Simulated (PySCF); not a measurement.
# PH2 (SMILES [PH2]): UB3LYP/6-31G

Aim: the vertical doublet–quartet gap of PH2 at UB3LYP/6-31G, from 2 runs. The job is set up through a Python script.

The results are computed with PySCF 2.14.0.

13 further runs of the same task are left out: 2 that didn't finish, 11 set aside as unsound or not needed.

### Step 1. The system as given

The species is PH2 (3 atoms), meant as a doublet with charge 0. SMILES: `[PH2]`. The coordinates come from a GFN2-xTB relaxation.

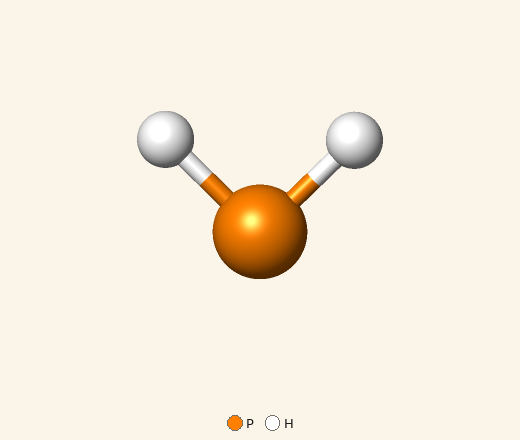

The structure, seen from a chosen angle (phosphorus orange, hydrogen white).

### Step 2. The energy at UB3LYP/6-31G

The input, calc.py:

```python
# [PH2]
from pyscf import gto, dft

system = gto.Mole()
system.atom = '''
P      0.972207    -0.572115     0.477496
H      0.210723     1.941429     0.325827
H     -1.182931    -1.369333    -0.803323
'''
system.verbose = 4
system.unit = 'bohr'
system.basis = '6-31g'
system.max_memory = 1860
system.spin = 1
system.build()

myscf = dft.UKS(system)
myscf.xc = 'b3lyp'
myscf.grids.level = 5
myscf.conv_tol = 1e-10
myscf.kernel()
if not myscf.converged:
    myscf = myscf.newton().run(myscf.mo_coeff, myscf.mo_occ)

e_tot = myscf.e_tot
print('E = %.10f Eh' % e_tot)
```

The run is started by

```sh
OMP_NUM_THREADS=1 python calc.py
```

Log:

```text
PySCF version 2.14.0

[INPUT] num. atoms = 3
[INPUT] num. electrons = 17
[INPUT] charge = 0
[INPUT] spin (= nelec alpha-beta = 2S) = 1
[INPUT] symmetry False subgroup None
[INPUT] Mole.unit = bohr
[INPUT] Symbol           X                Y                Z      unit          X                Y                Z       unit  Magmom
[INPUT]  1 P      0.514469788697  -0.302750220025   0.252680001505 AA    0.972207000000  -0.572115000000   0.477496000000 Bohr   0.0
[INPUT]  2 H      0.111509809417   1.027359983419   0.172420223102 AA    0.210723000000   1.941429000000   0.325827000000 Bohr   0.0
[INPUT]  3 H     -0.625980127291  -0.724619817761  -0.425100224608 AA   -1.182931000000  -1.369333000000  -0.803323000000 Bohr   0.0

nuclear repulsion = 11.6692707591961
number of shells = 11
number of NR pGTOs = 54
number of NR cGTOs = 17
basis = 6-31g
ecp = {}

******** <class 'pyscf.dft.uks.UKS'> ********
method = UKS
initial guess = minao
damping factor = 0
level_shift factor = 0
DIIS = <class 'pyscf.scf.diis.CDIIS'>
diis_start_cycle = 1
diis_space = 8
diis_damp = 0
SCF conv_tol = 1e-10
SCF conv_tol_grad = None
SCF max_cycles = 50
direct_scf = True
direct_scf_tol = 1e-13
number electrons alpha = 9  beta = 8
XC library pyscf.dft.libxc version 7.0.0
    S. Lehtola, C. Steigemann, M. J.T. Oliveira, and M. A.L. Marques.,  SoftwareX 7, 1–5 (2018)
XC functionals = b3lyp
    P. J. Stephens, F. J. Devlin, C. F. Chabalowski, and M. J. Frisch.,  J. Phys. Chem. 98, 11623 (1994)
radial grids:
    Treutler-Ahlrichs [JCP 102, 346 (1995); DOI:10.1063/1.469408] (M4) radial grids

becke partition: Becke, JCP 88, 2547 (1988); DOI:10.1063/1.454033
pruning grids: <function nwchem_prune>
grids dens level: 5
symmetrized grids: False
atomic radii adjust function: <function treutler_atomic_radii_adjust>
small_rho_cutoff = 0
Set gradient conv threshold to 1e-05
tot grids = 90672
init E= -342.366360436086
[... the frontier-level lines of each cycle are left out ...]


cycle= 1 E= -342.471029277084  delta_E= -0.105  |g|= 0.046  |ddm|= 1.09
cycle= 2 E= -342.473172702057  delta_E= -0.00214  |g|= 0.0295  |ddm|= 0.252
cycle= 3 E= -342.473951097956  delta_E= -0.000778  |g|= 0.00524  |ddm|= 0.0694
cycle= 4 E= -342.473978102071  delta_E= -2.7e-05  |g|= 0.00123  |ddm|= 0.0113
cycle= 5 E= -342.473980913732  delta_E= -2.81e-06  |g|= 0.000353  |ddm|= 0.00376
cycle= 6 E= -342.47398119471  delta_E= -2.81e-07  |g|= 4.7e-05  |ddm|= 0.00162
cycle= 7 E= -342.473981200138  delta_E= -5.43e-09  |g|= 3.74e-06  |ddm|= 0.000302
cycle= 8 E= -342.47398120017  delta_E= -3.21e-11  |g|= 2.7e-07  |ddm|= 2.26e-05
Extra cycle  E= -342.47398120017  delta_E= 2.27e-13  |g|= 7.66e-08  |ddm|= 1.12e-06
converged SCF energy = -342.47398120017  <S^2> = 0.75171993  2S+1 = 2.0017192
E = -342.4739812002 Eh
```

Run time: 2 s. Hardware: 1 thread of Intel Xeon Platinum 8488C (Sapphire Rapids), shared host; peak memory 0.18 GiB.

### Step 3. The quartet at the same level

The input, calc.py:

```python
from pyscf import gto, dft

system = gto.M(
    atom='''
P      0.514470    -0.302750     0.252680
H      0.111510     1.027360     0.172420
H     -0.625980    -0.724620    -0.425100
''',
    spin=3,
    verbose=3,
    max_memory=1860,
    basis='6-31g',
)

ks = dft.UKS(system)
ks.xc = 'b3lyp'
ks.conv_tol = 1e-10
ks.grids.level = 5
ks.kernel()
if not ks.converged:
    ks = ks.newton().run(ks.mo_coeff, ks.mo_occ)

e_final = ks.e_tot
print('Final energy', e_final)
```

The run is started by

```sh
OMP_NUM_THREADS=1 python calc.py
```

Log:

```text
WARN: HOMO 0.019157019491713 >= LUMO -0.314221030983674

WARN: HOMO -0.0653405231072232 >= LUMO -0.253337825336103

WARN: HOMO -0.0526147847201334 >= LUMO -0.228376285889399

WARN: HOMO -0.0520447237876873 >= LUMO -0.227780680962992

WARN: HOMO -0.0522571072542706 >= LUMO -0.227752315092891

WARN: HOMO -0.0522475544610257 >= LUMO -0.227737677007432

WARN: HOMO -0.0522475456344346 >= LUMO -0.227738029073121

WARN: HOMO -0.0522474617278935 >= LUMO -0.227738165952744

converged SCF energy = -342.219395251699  <S^2> = 3.7507641  2S+1 = 4.000382
Final energy -342.2193952516995
```

Wall time 1.9 s (1 thread of Intel Xeon Platinum 8488C (Sapphire Rapids), shared host); peak memory 0.18 GiB.

### Step 4. Outcome

At UB3LYP/6-31G:

| quantity | value |
| --- | --- |
| doublet: total energy | -342.47398 Eh |
| doublet: dipole moment | 1.30 D |
| doublet: HOMO energy (highest over α and β) | -6.88 eV |
| doublet: LUMO energy (lowest over α and β) | -3.54 eV |
| doublet: ⟨S²⟩ | 0.752 |
| quartet: total energy | -342.21940 Eh |
| quartet: dipole moment | 0.05 D |
| quartet: HOMO energy (highest over α and β) | -1.42 eV |
| quartet: ⟨S²⟩ | 3.751 |
| vertical energy of the quartet above the doublet | 6.928 eV |

What this shows: At this shape the quartet lies 6.93 eV (160 kcal/mol) above the doublet.
